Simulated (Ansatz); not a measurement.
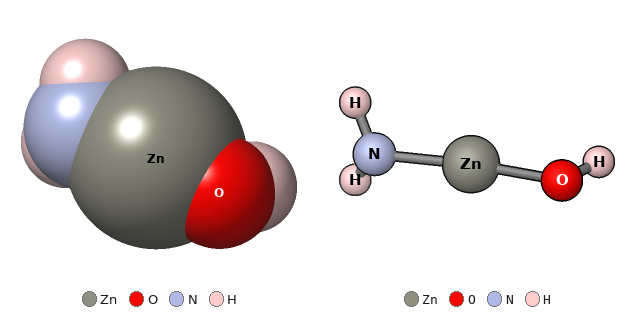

The same structure drawn twice, from different directions.

The geometry was computed by an optimisation with PBE0-D4/def2-TZVP.

Describe the molecule.

Formula H3NOZn. Coordination, clear cases only: 1 O bent; 1 N trigonal pyramidal.

The parts below concern this one geometry. Atoms keep their numbers from picture to picture.

### Shape

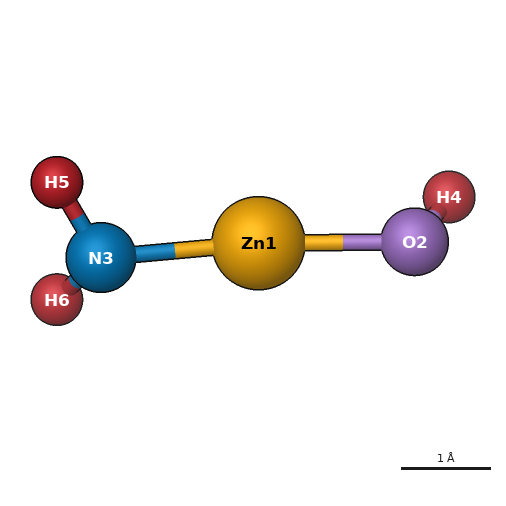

Give these bond angles: O2–Zn1–N3, Zn1–O2–H4, Zn1–N3–H5, H5–N3–H6.

| angle | degrees |
| --- | --- |
| O2–Zn1–N3 | 172.0 |
| Zn1–O2–H4 | 115.1 |
| Zn1–N3–H5 | 116.0 |
| H5–N3–H6 | 107.7 |

### Vibrations

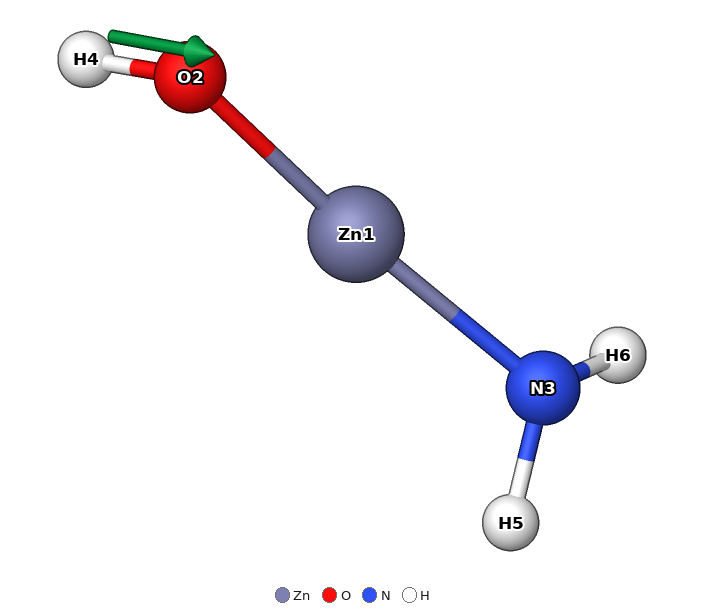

The arrows show one normal mode. Harmonic vibrations computed with RKS PBE0-D4/def2-TZVP (Ansatz 0.2.0) at a stationary point of the same level.

What kind of motion is it?

Mostly O–H stretching.

At what wavenumber does it lie?

3915 cm⁻¹; it is mode 12 of 12 counted from the lowest.

### Electronic properties

Method: RKS PBE0-D4/def2-TZVPP (Ansatz 0.2.0).

What is the LUMO energy (Kohn–Sham orbital)?

−0.67 eV.

What is the HOMO energy (Kohn–Sham orbital)?

−7.11 eV.

### Thermal motion

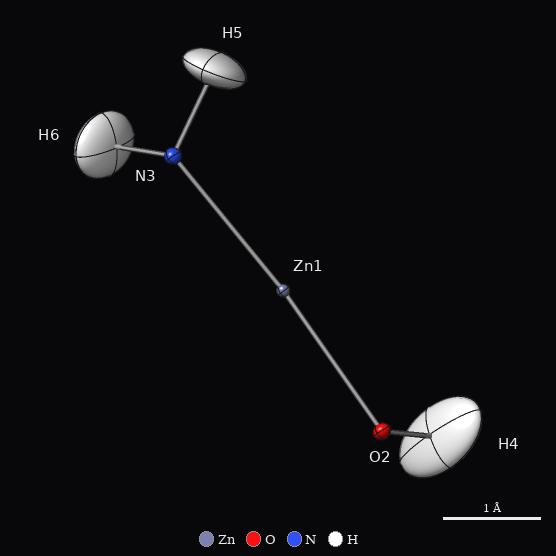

Displacement ellipsoids at the 50 % level, enlarged 1.5 times, from the internal vibrations of the free molecule (harmonic, no overall translation or rotation; no half-axis is drawn under 0.075 Å). Vibrations computed with RKS PBE0-D4/def2-TZVP (Ansatz 0.2.0). Temperature: 0 K (zero-point motion alone).

Which atom moves most?

H4, with U_eq = 0.0309 Å².

Does H4 move more along its bond or across it?

Across it: the root-mean-square amplitude is 0.076 Å along the bond and up to 0.250 Å across, since bending and torsion are softer than stretching.

Give the displacement parameters, one line for each set of equivalent atoms.

| atom | U_eq (Å²) | rms amplitudes (Å) |
| --- | --- | --- |
| Zn1 | 0.00036 | 0.011, 0.022, 0.022 |
| O2 | 0.0018 | 0.036, 0.043, 0.046 |
| N3 | 0.0018 | 0.039, 0.040, 0.047 |
| H4 | 0.0309 | 0.075, 0.157, 0.250 |
| H5, H6 | 0.0199 | 0.077, 0.150, 0.178 |
